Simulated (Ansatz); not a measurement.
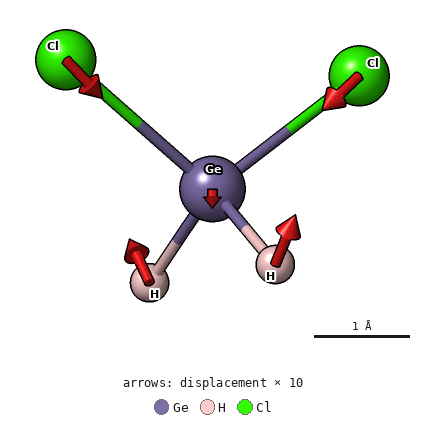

This is a relaxation of GeH2Cl2. The starting structure is drawn; red arrows show the displacements, 10 times their true length. The two geometries are superimposed by the best rigid fit.

The picture is a ball-and-stick view, seen at a tilt.

The run prepares the start of a later molecular dynamics calculation, from a guessed geometry.

These are results of RKS PBE/def2-SVP in Ansatz, not measurements. Set-up: no spin polarisation; force threshold 0.02 eV/Å; at most 40 steps.

What happened in the run?

Answer. The largest moves after the best rigid fit, 0.065 Å, are those of H atoms. By element the largest moves are H 0.065 Å, Cl 0.062 Å, Ge 0.021 Å. Some distances before and after: Cl–Ge 2.218 → 2.170 Å, Ge–H 1.550 → 1.545 Å. Among the angles between lasting bonds that change: H–Ge–H 109.5° → 115.6°. The energy falls by 0.060 eV in 3 geometry steps. Largest force component: 0.65 eV/Å at the start, 0.00041 eV/Å at the end. The run took 9.7 s on 1 thread of Arm Neoverse V1 (shared host), peak memory 0.14 GiB.
